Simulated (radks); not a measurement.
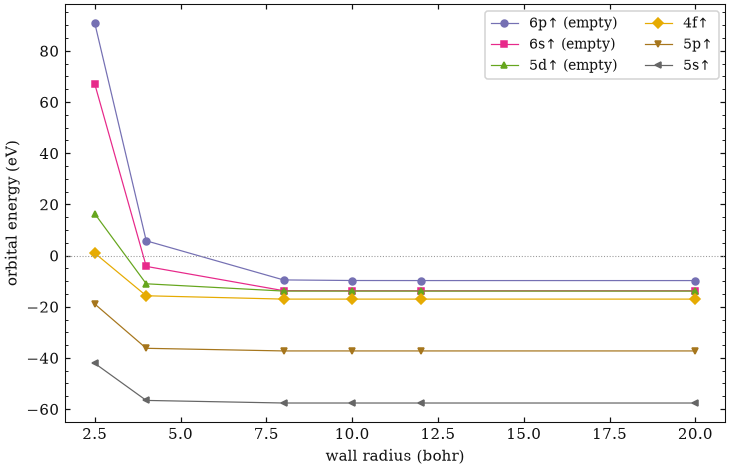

Sm²⁺ (Z = 62, 60 electrons); electrons: [Xe] 4f6 (high spin). It is put inside a hard spherical wall of varying radius. Computed with the in-house radial solver radks: scalar-relativistic Kohn-Sham, PBEsol, spin-polarised, spherical densities, point nucleus. The plot shows the outer orbital energies (spin up).

Describe the level shifts under confinement.

The levels rise as the wall closes in: 4f↑ goes from −17.0 eV at 20 bohr to 0.939 eV at 2.5 bohr and passes zero between 4 and 2.5 bohr. No two of the levels drawn cross. The fastest to rise is 6p↑ (by 100.6 eV), the slowest 5s↑ (by 15.5 eV): the wall presses hardest on the most extended orbitals.
